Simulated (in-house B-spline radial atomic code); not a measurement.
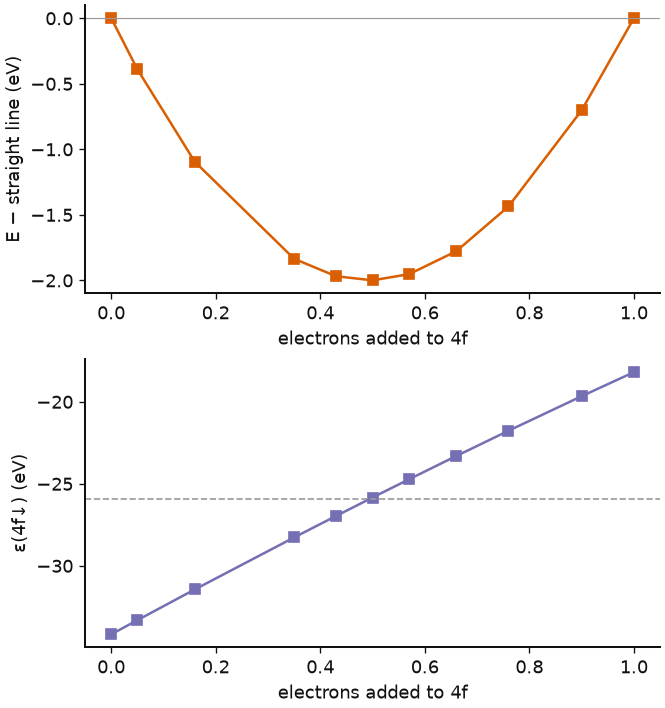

Method: scalar-relativistic (spin-free one-electron X2C) wB97X, spin-polarised, spherical fractional occupations, Fermi nucleus, basis-set limit; computed with an in-house B-spline radial code. The occupation of the 4f shell is varied from Er³⁺ ([Xe] 4f11 (high spin)) to Er²⁺ ([Xe] 4f12 (high spin)), with spherical fractional occupations. The plot shows the total energy less the straight line between the end points, and the eigenvalue of 4f↓ (the dashed line is minus the energy to take the whole electron out).

Question: Is the energy convex or concave in the occupation, and by how much?

Answer: The curve is convex (below the straight line), with the largest deviation among the points computed, −2.00 eV, at 0.5. The end points differ by 26.0 eV, the energy to take the electron out. The eigenvalue, which is the slope of the energy (Janak's theorem), moves from −34.2 eV at 0 to −18.2 eV at 1; for a straight line it would stay constant, and a parabola would sag by an eighth of this change, scaled to a whole electron, 2.00 eV. Convexity is the mark of the delocalisation error, which puts fractional charges too low; for p, d and f shells the spherical spreading of the fraction adds to it. Exact exchange at spherical fractional occupations leaves self-interaction in partly filled shells, which adds to the curvature.
